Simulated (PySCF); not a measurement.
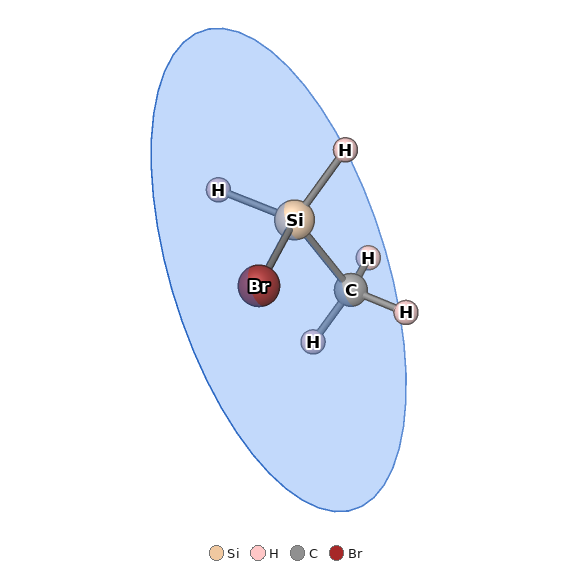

All proper rotation axes (lines) and mirror planes (discs) of the structure are drawn in. Atoms fade into the background with distance from the viewer. Computed geometry: PBE0-D4/def2-TZVP optimisation. No frequency run is at hand to confirm it as a minimum.

### Name the symmetry elements and the point group.

It has 1 mirror plane. Point group Cs. The group has 2 operations. The geometry is achiral, and symmetry allows a dipole moment.
